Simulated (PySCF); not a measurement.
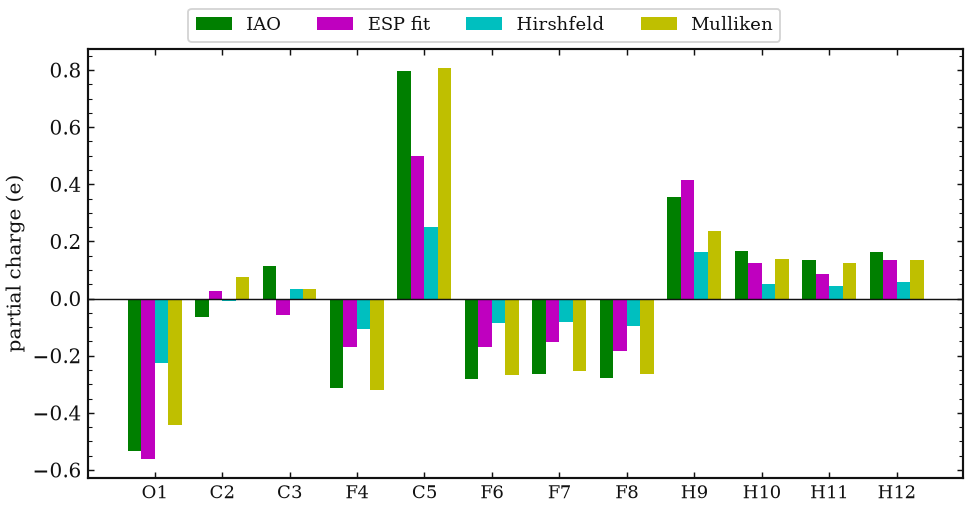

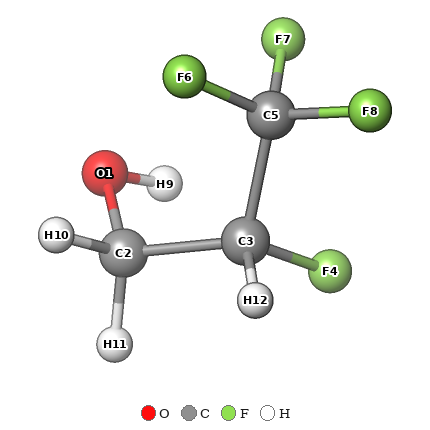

Atomic charges of C₃H₄F₄O, SMILES OC[C@@H](F)C(F)(F)F by 4 schemes, PBE0/pcSseg-1, PySCF, at a GFN2-xTB geometry (no frequency check).

### Which atom is the most negative in each scheme?

IAO: O1 (−0.53 e); ESP fit: O1 (−0.56 e); Hirshfeld: O1 (−0.22 e); Mulliken: O1 (−0.44 e).

### On which atom do the schemes disagree most?

On C5: IAO 0.80, ESP fit 0.50, Hirshfeld 0.25, Mulliken 0.81 e.

Caveats: the tight-binding geometry is rougher than a DFT one and adds to the error; one conformer of a flexible molecule.
